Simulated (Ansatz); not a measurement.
# SiHCl₃ + H₂: a complex and its separated parts

The complex below is one end of an elementary step. How strongly is it bound against its free parts?

Program: Ansatz 0.2.0, Gaussian basis. Level of theory: PBE0-D4/def2-TZVP structures, single points in def2-TZVPP, no counterpoise correction. These are calculated values, not measurements.

Levels: SPW92, PBE-D4, BLYP-D4, r2SCAN-D4, B97M-V, PBE0-D4, B3LYP-D4, r2SCAN0-D4, BHLYP-D4, CAM-B3LYP-D4, wB97X-V, wB97M-V, B2PLYP, PBE-QIDH, RPA on PBE, Hartree-Fock, MP2, CCSD, CCSD(T).

Correlated methods freeze the cores. B3LYP uses VWN-RPA correlation. B2PLYP carries no dispersion term here.

21 further runs of the same task are left out: 21 set aside as unsound or not needed.

## (1) The starting structure

The complex: 7 atoms, charge 0, spin multiplicity 1.

Atoms are counted from 1 here; the program's logs count them from 0.

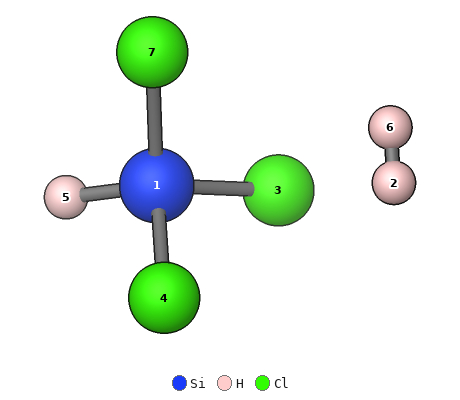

The starting geometry (silicon blue, hydrogen pink, chlorine green); atoms are numbered from 1 in the order of the file.

Coordinates:

```
Si   -0.82805    0.67473   -0.47430
H     1.61208   -1.76640    1.18918
Cl   -0.24515   -0.72457   -1.82339
Cl   -1.57010   -0.24198    1.17801
H    -1.86944    1.52382   -1.06894
H     2.13748   -1.29033    0.95685
Cl    0.76318    1.82464    0.04249
```

Its parts: SiHCl₃ holds atoms 1, 3, 4, 5, 7; H₂ holds atoms 2, 6. Each part counts its atoms afresh in its own runs.

## (2) Relaxing SiHCl₃ alone

File relax-a/in.yaml:

```yaml
crystal:
  periodic: [false, false, false]
  atoms:
    - {symbol: Si, position_ang: [-0.828055, 0.674726, -0.474302]}
    - {symbol: Cl, position_ang: [-0.245147, -0.724570, -1.823388]}
    - {symbol: Cl, position_ang: [-1.570098, -0.241978, 1.178006]}
    - {symbol: H, position_ang: [-1.869443, 1.523816, -1.068943]}
    - {symbol: Cl, position_ang: [0.763180, 1.824640, 0.042493]}
basis:
  gaussian: {orbitals: def2-TZVP}
hamiltonian: {xc: pbe0, dispersion: d4}
relax: {f_tol: 0.005, max_steps: 200}
```

No record of the launch command was kept for these runs.

Log, shortened:

```text
Functional definition: PBE0
  name "PBE0"
  cite "Adamo & Barone, J. Chem. Phys. 110, 6158 (1999) doi:10.1063/1.478522"
  cite "Perdew, Burke & Ernzerhof, Phys. Rev. Lett. 77, 3865 (1996) doi:10.1103/PhysRevLett.77.3865"
  parent pbe
[...]
1116 factors; their error is unknown
[...]
mean field -45451.94887678 eV, -1670.3283127842 hartree, gradient 5.1e-5 eV, S^2 0.000000; 0 other end points of the search recorded, 0 dependent functions left out
[...]
reference -45451.94890462 eV, -1670.3283138074 hartree; 33, 33 occupied and 121, 121 virtual orbitals, 1116 factors
relax step   1: F+E_penalty+E_count = -45452.10811391 eV  Δ(F+E_penalty+E_count) = +0.000e0 eV  max|allowed force component| = 1.897e-2 eV/Å  Δτ_max = 0.0000 Å  (23 SCF iters, accepted)
[...]
relax step   2: F+E_penalty+E_count = -45452.10813191 eV  Δ(F+E_penalty+E_count) = -1.800e-5 eV  max|allowed force component| = 5.156e-3 eV/Å  Δτ_max = 0.0025 Å  (21 SCF iters, accepted)
[...]
relax step   3: F+E_penalty+E_count = -45452.10814278 eV  Δ(F+E_penalty+E_count) = -1.087e-5 eV  max|allowed force component| = 1.495e-3 eV/Å  Δτ_max = 0.0009 Å  (18 SCF iters, accepted)
1116 factors; their error is unknown
[...]
mean field -45451.94886906 eV, -1670.3283125006 hartree, gradient 4.2e-5 eV, S^2 0.000000; 1 other end points of the search recorded, 0 dependent functions left out
[...]
reference -45451.94889690 eV, -1670.3283135237 hartree; 33, 33 occupied and 121, 121 virtual orbitals, 1116 factors
Total energy: -45452.10817062 eV, -1670.3341667249 hartree
Atom 0 at    -0.828990     0.675748    -0.474464 Å, force    -0.001296     0.001084    -0.000708 eV/Å
Atom 1 at    -0.244966    -0.724450    -1.822766 Å, force    -0.000054    -0.000006    -0.000089 eV/Å
Atom 2 at    -1.568492    -0.241937     1.177974 Å, force    -0.000117     0.000035    -0.000038 eV/Å
Atom 3 at    -1.870236     1.524051    -1.070140 Å, force     0.001495    -0.001223     0.000884 eV/Å
Atom 4 at     0.763122     1.823222     0.043262 Å, force    -0.000028     0.000110    -0.000050 eV/Å
Dipole moment:    -0.114687     0.093432    -0.065609 e Å
```

Wall time 7.5 s (4 threads, shared host); peak memory 0.4 GiB.

Step by step:

| step | energy from step 1 (eV) | largest force component (eV/Å) |
| --- | --- | --- |
| 1 | 0.0000 | 0.0190 |
| 2 | 0.0000 | 0.0052 |
| 3 | 0.0000 | 0.0015 |

Distances of close pairs at the start and the end, largest changes first:

| bond | before (Å) | after (Å) | change (Å) |
| --- | --- | --- | --- |
| Si1–Cl5 | 2.030 | 2.030 | -0.000 |
| Si1–Cl2 | 2.029 | 2.030 | +0.000 |
| Si1–Cl3 | 2.030 | 2.030 | -0.000 |
| Si1–H4 | 1.469 | 1.469 | -0.000 |

## (3) Relaxing H₂ alone

File relax-b/in.yaml:

```yaml
crystal:
  periodic: [false, false, false]
  atoms:
    - {symbol: H, position_ang: [1.612081, -1.766402, 1.189179]}
    - {symbol: H, position_ang: [2.137482, -1.290331, 0.956852]}
basis:
  gaussian: {orbitals: def2-TZVP}
hamiltonian: {xc: pbe0, dispersion: d4}
relax: {f_tol: 0.005, max_steps: 200}
```

Log, shortened:

```text
[... 5 set-up lines as earlier in the session ...]
[...]
88 factors; their error is unknown
[...]
mean field -31.78865276 eV, -1.1682114418 hartree, gradient 1.8e-5 eV, S^2 0.000000; 0 other end points of the search recorded, 0 dependent functions left out
[...]
reference -31.78866862 eV, -1.1682120247 hartree; 1, 1 occupied and 11, 11 virtual orbitals, 88 factors
relax step   1: F+E_penalty+E_count = -31.79025929 eV  Δ(F+E_penalty+E_count) = +0.000e0 eV  max|allowed force component| = 4.172e-4 eV/Å  Δτ_max = 0.0000 Å  (15 SCF iters, accepted)
Total energy: -31.79027516 eV, -1.1682710638 hartree
Atom 0 at     1.612081    -1.766402     1.189179 Å, force    -0.000417    -0.000378     0.000184 eV/Å
Atom 1 at     2.137482    -1.290331     0.956852 Å, force     0.000417     0.000378    -0.000184 eV/Å
Dipole moment:     0.000000     0.000000    -0.000000 e Å
```

It took 0.1 s on 4 threads, shared host.

The bond:

| bond | before (Å) | after (Å) | change (Å) |
| --- | --- | --- | --- |
| H1–H2 | 0.746 | 0.746 | +0.000 |

## (4) wB97M-V/def2-TZVPP

File parta/in.yaml:

```yaml
crystal:
  periodic: [false, false, false]
  atoms:
    - {symbol: Si, position_ang: [-0.828990, 0.675748, -0.474464]}
    - {symbol: Cl, position_ang: [-0.244966, -0.724450, -1.822766]}
    - {symbol: Cl, position_ang: [-1.568492, -0.241937, 1.177974]}
    - {symbol: H, position_ang: [-1.870236, 1.524051, -1.070140]}
    - {symbol: Cl, position_ang: [0.763122, 1.823222, 0.043262]}
basis:
  gaussian: {orbitals: def2-TZVPP}
hamiltonian: {xc: {name: wB97M-V}}
```

File partb/in.yaml:

```yaml
crystal:
  periodic: [false, false, false]
  atoms:
    - {symbol: H, position_ang: [1.612081, -1.766402, 1.189179]}
    - {symbol: H, position_ang: [2.137482, -1.290331, 0.956852]}
basis:
  gaussian: {orbitals: def2-TZVPP}
hamiltonian: {xc: {name: wB97M-V}}
```

Output in parta, shortened:

```text
Functional definition: wB97M-V
  name "wB97M-V"
  cite "Mardirossian & Head-Gordon, J. Chem. Phys. 144, 214110 (2016) doi:10.1063/1.4952647"
  cite "Becke, J. Chem. Phys. 107, 8554 (1997) doi:10.1063/1.475007"
  cite "Vydrov & Van Voorhis, J. Chem. Phys. 133, 244103 (2010) doi:10.1063/1.3521275"
  # Of w^i u^j: cxij and so on, Table III.
[...]
  gx(w, u) = 1 - cx + cx01*u + cx10*w
  gss(w, u) = css00 + css04*u^4 + css10*w + css20*w^2 + css43*w^4*u^3
  gos(w, u) = cos00 + cos10*w + (cos20 + cos21*u)*w^2 + (cos60 + cos61*u)*w^6
[...]
      + integral(e_c_pw_mod_opposite_spin*gos(b97_w_opposite, b97_u_opposite)) + vv10(b, c)
1280 factors; their error is unknown
194 factors; integrals over basis functions are off by at most 4.0e-5 eV
[...]
mean field -45465.33864126 eV, -1670.8203775530 hartree, gradient 5.9e-5 eV, S^2 0.000000; 0 other end points of the search recorded, 0 dependent functions left out
reference -45465.33868055 eV, -1670.8203789968 hartree; 33, 33 occupied and 149, 149 virtual orbitals, 1280 factors
Total energy: -45465.33868055 eV, -1670.8203789968 hartree
```

Output in partb, shortened:

```text
[... 5 set-up lines as earlier in the session ...]
  # Of w^i u^j: cxij and so on, Table III.
[...]
  gx(w, u) = 1 - cx + cx01*u + cx10*w
  gss(w, u) = css00 + css04*u^4 + css10*w + css20*w^2 + css43*w^4*u^3
  gos(w, u) = cos00 + cos10*w + (cos20 + cos21*u)*w^2 + (cos60 + cos61*u)*w^6
[...]
      + integral(e_c_pw_mod_opposite_spin*gos(b97_w_opposite, b97_u_opposite)) + vv10(b, c)
118 factors; their error is unknown
42 factors; integrals over basis functions are off by at most 3.0e-5 eV
[...]
mean field -31.60112946 eV, -1.1613200877 hartree, gradient 7.4e-6 eV, S^2 0.000000; 0 other end points of the search recorded, 0 dependent functions left out
reference -31.60115372 eV, -1.1613209791 hartree; 1, 1 occupied and 27, 27 virtual orbitals, 118 factors
Total energy: -31.60115372 eV, -1.1613209791 hartree
```

Wall times: 5.5 s (parta), 0.2 s (partb) on 4 threads, shared host; peak memory 0.52 GiB.

## (5) CCSD(T)/def2-TZVPP

Each input of step 4 (parta, partb) changes in the same lines:

```diff
-hamiltonian: {xc: {name: wB97M-V}}
+correlation: {method: ccsd_t}
```

Log of parta, shortened:

```text
Functional definition: HF
  name "HF"
  cite "Fock, Z. Phys. 61, 126 (1930) doi:10.1007/BF01340294"
[... 1 set-up line as earlier in the session ...]
[...]
1074 factors; integrals over basis functions are off by at most 6.0e-4 eV
[...]
mean field -45394.75178726 eV, -1668.2263585138 hartree, gradient 3.1e-6 eV, S^2 0.000000; 0 other end points of the search recorded, 0 dependent functions left out
20 core orbitals not correlated: weight in the atoms' cores, before any rotation towards them, 1.000 or more for the frozen orbitals, at most 0.000 for the correlated occupied ones
reference -45394.75178726 eV, -1668.2263585138 hartree; 13, 13 occupied and 149, 149 virtual orbitals, 1074 factors
second order -18.54327146 eV of doubles, -0.00000000 eV of singles
cycle   1  -19.50750000 eV  change   -9.6e-1 eV  update   8.1e-2
[...]
cycle   8  -19.97316236 eV  change   -2.1e-5 eV  update   1.9e-5
perturbative correction -0.86292953 eV, -0.0317120753 hartree
Total energy: -45415.58787914 eV, -1668.9920707674 hartree
```

partb printed, shortened:

```text
[... 4 set-up lines as earlier in the session ...]
[...]
145 factors; integrals over basis functions are off by at most 7.3e-4 eV
[...]
mean field -30.82773519 eV, -1.1328983724 hartree, gradient 4.2e-7 eV, S^2 0.000000; 0 other end points of the search recorded, 0 dependent functions left out
reference -30.82773519 eV, -1.1328983724 hartree; 1, 1 occupied and 27, 27 virtual orbitals, 145 factors
second order -0.86256773 eV of doubles, -0.00000000 eV of singles
cycle   1  -1.00721739 eV  change   -1.4e-1 eV  update   2.6e-2
[...]
cycle   7  -1.07305716 eV  change    6.7e-7 eV  update   4.2e-7
perturbative correction 0.00000000 eV, 0.0000000000 hartree
Total energy: -31.90079235 eV, -1.1723324958 hartree
```

They took 24 s (parta), 0.15 s (partb) on 4 threads, shared host; peak memory 1.5 GiB.

## (6) Vibrations of SiHCl₃

File vib-parta/in.yaml:

```yaml
crystal:
  periodic: [false, false, false]
  atoms:
    - {symbol: Si, position_ang: [-0.828990, 0.675748, -0.474464]}
    - {symbol: Cl, position_ang: [-0.244966, -0.724450, -1.822766]}
    - {symbol: Cl, position_ang: [-1.568492, -0.241937, 1.177974]}
    - {symbol: H, position_ang: [-1.870236, 1.524051, -1.070140]}
    - {symbol: Cl, position_ang: [0.763122, 1.823222, 0.043262]}
basis:
  gaussian: {orbitals: def2-TZVP}
hamiltonian: {xc: pbe0, dispersion: d4}
phonons: {temperatures: {t_min: 298.15, t_max: 900, t_step: 200}}
```

Log, shortened:

```text
[... 5 set-up lines as earlier in the session ...]
[...]
1116 factors; their error is unknown
[...]
mean field -45451.94886904 eV, -1670.3283124998 hartree, gradient 4.6e-5 eV, S^2 0.000000; 0 other end points of the search recorded, 0 dependent functions left out
[...]
reference -45451.94889688 eV, -1670.3283135229 hartree; 33, 33 occupied and 121, 121 virtual orbitals, 1116 factors
[... from here to the last solve, the lines of the solves are left out (29 solves) ...]
1116 factors; their error is unknown
[...]
mean field -45451.94885454 eV, -1670.3283119667 hartree, gradient 2.0e-6 eV, S^2 0.000000; 0 other end points of the search recorded, 0 dependent functions left out
[...]
reference -45451.94888238 eV, -1670.3283129899 hartree; 33, 33 occupied and 121, 121 virtual orbitals, 1116 factors
Total energy: -45452.10817062 eV, -1670.3341667248 hartree
Atom 0 at    -0.828990     0.675748    -0.474464 Å, force    -0.001300     0.001093    -0.000718 eV/Å
Atom 1 at    -0.244966    -0.724450    -1.822766 Å, force    -0.000054    -0.000011    -0.000095 eV/Å
Atom 2 at    -1.568492    -0.241937     1.177974 Å, force    -0.000123     0.000030    -0.000027 eV/Å
Atom 3 at    -1.870236     1.524051    -1.070140 Å, force     0.001498    -0.001228     0.000887 eV/Å
Atom 4 at     0.763122     1.823222     0.043262 Å, force    -0.000021     0.000117    -0.000047 eV/Å
Dipole moment:    -0.114687     0.093431    -0.065610 e Å
Vibrations: 171.83 171.83 249.54 495.60 603.91 603.93 800.24 800.26 2307.26 cm⁻¹, zero-point energy 0.384624 eV
```

It took 44 s on 4 threads, shared host; peak memory 0.39 GiB.

Wavenumbers and character of the modes:

| mode | wavenumber (cm⁻¹) | character |
| --- | --- | --- |
| 1 | 172 | bend |
| 2 | 172 | bend |
| 3 | 250 | bend |
| 4 | 496 | Si–Cl stretch |
| 5 | 604 | Si–Cl stretch |
| 6 | 604 | Si–Cl stretch |
| 7 | 800 | bend |
| 8 | 800 | bend |
| 9 | 2307 | Si–H stretch |

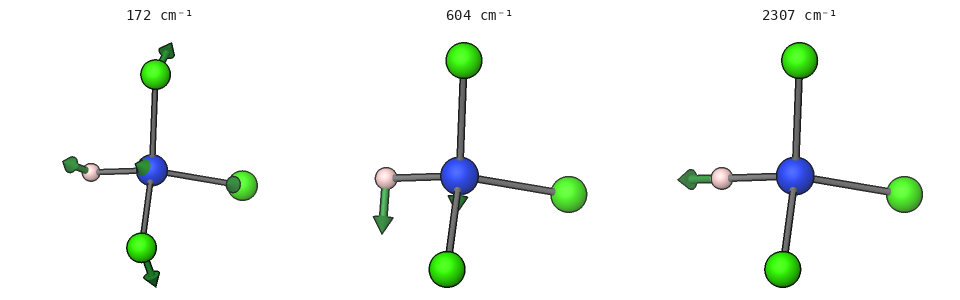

How the atoms move in 3 of the modes.

Vibrational sums (real modes only):

| T (K) | entropy (J/mol/K) | heat capacity (J/mol/K) |
| --- | --- | --- |
| 298 | 35.7 | 42.4 |
| 498 | 61.1 | 55.6 |
| 698 | 80.9 | 61.8 |
| 898 | 97.0 | 65.5 |

## (7) Vibrations of H₂

File vib-partb/in.yaml:

```yaml
crystal:
  periodic: [false, false, false]
  atoms:
    - {symbol: H, position_ang: [1.612081, -1.766402, 1.189179]}
    - {symbol: H, position_ang: [2.137482, -1.290331, 0.956852]}
basis:
  gaussian: {orbitals: def2-TZVP}
hamiltonian: {xc: pbe0, dispersion: d4}
phonons: {temperatures: {t_min: 298.15, t_max: 900, t_step: 200}}
```

Log, shortened:

```text
[... 5 set-up lines as earlier in the session ...]
[...]
88 factors; their error is unknown
[...]
mean field -31.78865276 eV, -1.1682114418 hartree, gradient 1.8e-5 eV, S^2 0.000000; 0 other end points of the search recorded, 0 dependent functions left out
[...]
reference -31.78866862 eV, -1.1682120247 hartree; 1, 1 occupied and 11, 11 virtual orbitals, 88 factors
[...]
88 factors; their error is unknown
mean field -31.78865276 eV, -1.1682114418 hartree, gradient 4.1e-7 eV, S^2 0.000000; 0 other end points of the search recorded, 0 dependent functions left out
[...]
reference -31.78866862 eV, -1.1682120248 hartree; 1, 1 occupied and 11, 11 virtual orbitals, 88 factors
[...]
88 factors; their error is unknown
[...]
mean field -31.78853859 eV, -1.1682072463 hartree, gradient 2.3e-7 eV, S^2 0.000000; 0 other end points of the search recorded, 0 dependent functions left out
[...]
reference -31.78855444 eV, -1.1682078286 hartree; 1, 1 occupied and 11, 11 virtual orbitals, 88 factors
[...]
88 factors; their error is unknown
mean field -31.78854111 eV, -1.1682073386 hartree, gradient 2.3e-7 eV, S^2 0.000000; 0 other end points of the search recorded, 0 dependent functions left out
[...]
reference -31.78855699 eV, -1.1682079222 hartree; 1, 1 occupied and 11, 11 virtual orbitals, 88 factors
Total energy: -31.79027516 eV, -1.1682710638 hartree
Atom 0 at     1.612081    -1.766402     1.189179 Å, force    -0.000417    -0.000378     0.000184 eV/Å
Atom 1 at     2.137482    -1.290331     0.956852 Å, force     0.000417     0.000378    -0.000184 eV/Å
Dipole moment:     0.000000     0.000000    -0.000000 e Å
Vibrations: 4415.30 cm⁻¹, zero-point energy 0.273713 eV
```

It took 0.3 s on 4 threads, shared host.

Wavenumbers and character of the modes:

| mode | wavenumber (cm⁻¹) | character |
| --- | --- | --- |
| 1 | 4415 | H–H stretch |

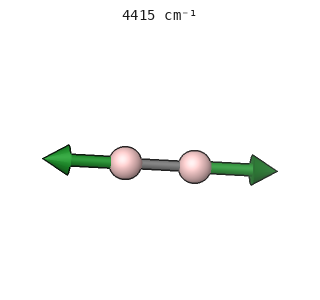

How the atoms move in 1 of the modes.

Vibrational sums (real modes only):

| T (K) | entropy (J/mol/K) | heat capacity (J/mol/K) |
| --- | --- | --- |
| 298 | 0.0 | 0.0 |
| 498 | 0.0 | 0.0 |
| 698 | 0.0 | 0.1 |
| 898 | 0.1 | 0.4 |

## (8) Complex less separated parts

The complex's own energies come from single points at the same levels. Levels not printed above were run the same way.

Rows are in def2-TZVPP; times add the 3 runs of a level on a shared host, so small differences are noise.

Differences are taken before rounding.

| method | rung | complex less parts (kcal/mol) | from CCSD(T) (kcal/mol) | time |
| --- | --- | --- | --- | --- |
| SPW92 | LDA | -1.06 | -0.69 | 1.9 s |
| PBE-D4 | GGA | -0.78 | -0.41 | 3 s |
| BLYP-D4 | GGA | -0.35 | +0.03 | 3.1 s |
| r2SCAN-D4 | meta-GGA | -0.40 | -0.02 | 6.8 s |
| B97M-V | meta-GGA | -0.56 | -0.19 | 13 s |
| PBE0-D4 | hybrid | -0.70 | -0.32 | 5 s |
| B3LYP-D4 | hybrid | -0.49 | -0.11 | 4 s |
| r2SCAN0-D4 | hybrid | -0.48 | -0.10 | 7.8 s |
| BHLYP-D4 | hybrid | -0.58 | -0.20 | 4.1 s |
| CAM-B3LYP-D4 | range-separated hybrid | -0.58 | -0.20 | 4.6 s |
| wB97X-V | range-separated hybrid | -0.66 | -0.28 | 11 s |
| wB97M-V | range-separated hybrid | -0.59 | -0.22 | 13 s |
| B2PLYP | double hybrid | 0.05 | +0.42 | 6.5 s |
| PBE-QIDH | double hybrid | -0.24 | +0.13 | 6.9 s |
| RPA on PBE | RPA | -0.28 | +0.10 | 5.8 s |
| Hartree-Fock | wavefunction | 0.36 | +0.74 |  |
| MP2 | wavefunction | -0.41 | -0.03 |  |
| CCSD | wavefunction | -0.29 | +0.09 |  |
| CCSD(T) | wavefunction | -0.38 | 0 | 74 s |

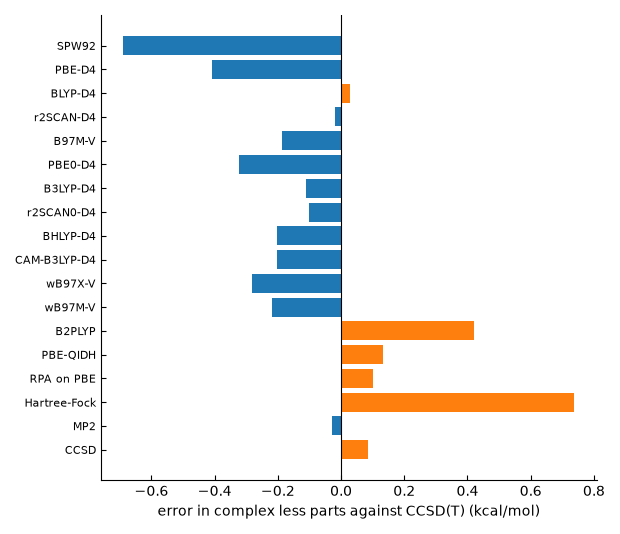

How far each level lands from CCSD(T).

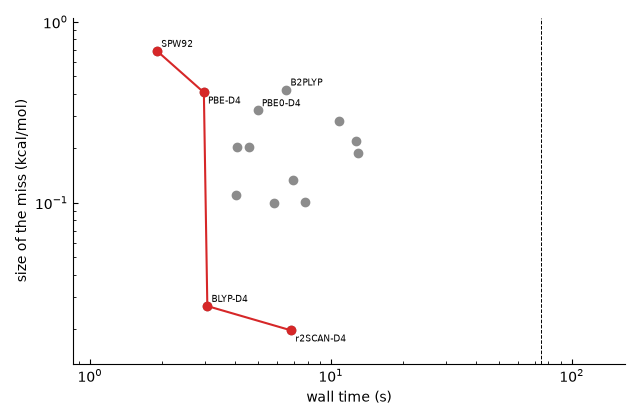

Miss against cost. Red marks the levels that no quicker level drawn beats (of those quicker than the yardstick), and the dashed line is the time of CCSD(T). Only those levels and the largest misses are named. Times are from a shared host.

For cost: r2SCAN-D4 gets within 0.02 kcal/mol in 6.8 s, where CCSD(T) took 74 s; the quickest level in the cost chart, SPW92, takes 1.9 s and misses by 0.69 kcal/mol.

The complex's zero-point energy, from a separate PBE0-D4 run, is 0.678 eV.

## (9) Results

| quantity | value |
| --- | --- |
| complex less parts, CCSD(T)/def2-TZVPP | -0.38 kcal/mol |
| with zero-point energy | +0.08 kcal/mol |
| largest T1 diagnostic | 0.009 |

At CCSD(T) the complex lies 0.38 kcal/mol below its parts. Among the functionals r2SCAN-D4 lands nearest to CCSD(T) (-0.02 kcal/mol) and SPW92 farthest (-0.69 kcal/mol). By rung, the mean size of the error is: LDA 0.69, GGA 0.22, meta-GGA 0.10, hybrid 0.18, range-separated hybrid 0.23, double hybrid 0.28 kcal/mol. PBE-D4 gives a relative energy 0.41 kcal/mol too low, an error of 108 % of the reference. The complex's frequency run has imaginary modes: the structure is no minimum, so both the energy and the zero-point correction are in doubt. No counterpoise was applied, and triple zeta lacks some correlation, so the CCSD(T) reference has a basis error of its own, and close matches with it are partly luck.
